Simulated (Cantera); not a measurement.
Feed: 1 mol Si3N4, 0.085 mol N2O, 230 mol N2, equilibrated at 0.660 Pa.

These are equilibrium values from Cantera (NASA tables, ideal gas, pure condensed phases), not measurements of a reactor. Candidate condensed phases: Si, SiO2, Si2N2O, Si3N4; 16 gas species. Mutual solubility and eutectic melting of coexisting phases are not modelled. The tables' values for SiN are old estimates; treat these amounts as uncertain. Equilibrium is a limit: real reactors are often held back by kinetics, nucleation or transport.

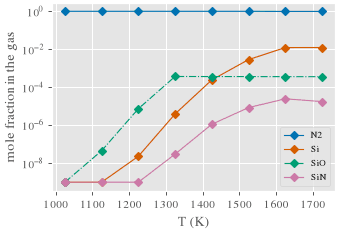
Fig. 1. Equilibrium gas composition (values under 1e-9 drawn at 1e-9)

Q: Read off the mole fractions at 1625 K.

A: N2 about 0.99, Si about 0.012, SiO about 0.00036, SiN about 2.5e-5.
